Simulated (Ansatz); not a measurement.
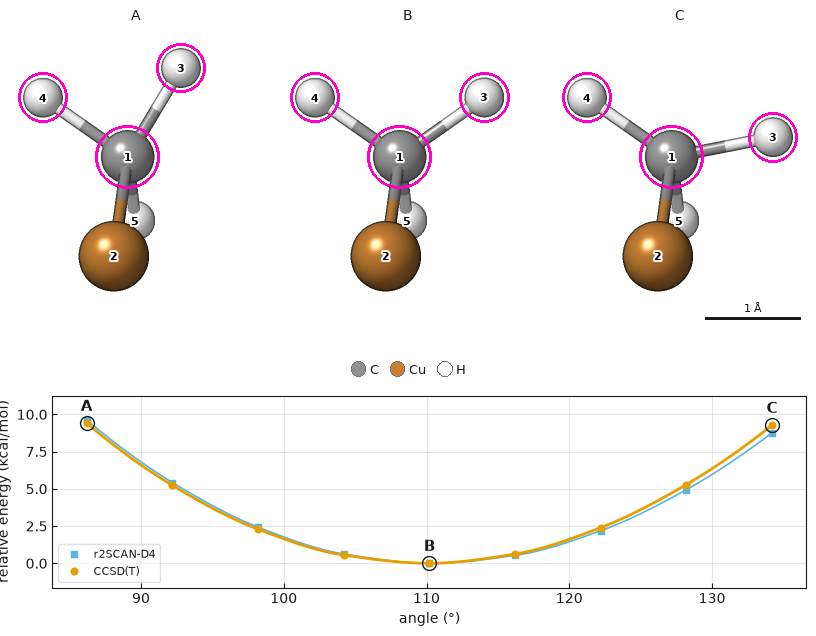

A scan of CH3Cu: the H3–C1–H4 angle is varied, with the rest of the molecule carried along rigidly. The lettered frames are marked on the plot, at the values of CCSD(T). A ball-and-stick model, seen onto the plane of the angle. The ringed atoms are those of the scanned coordinate.

Levels of theory: CCSD(T), r2SCAN-D4 (def2-TZVPP, Ansatz), on geometries moved rigidly from the minimum at PBE0-D4/def2-TZVP. Coupled cluster with a frozen core. Energies are counted from the PBE0-D4/def2-TZVP minimum geometry at the same level.

Q: Describe the profile.

A: With CCSD(T): the lowest computed point lies at the angle 110.2° (0.0 kcal/mol). The end points stand at 9.4 kcal/mol (86.2°) and 9.3 kcal/mol (134.2°). The curvature at the lowest point is about 4.6 eV/rad². At 86.2° the levels give CCSD(T) 9.4 kcal/mol, r2SCAN-D4 9.6 kcal/mol. The T1 diagnostic reaches 0.031, so the single-reference result is less sure there.
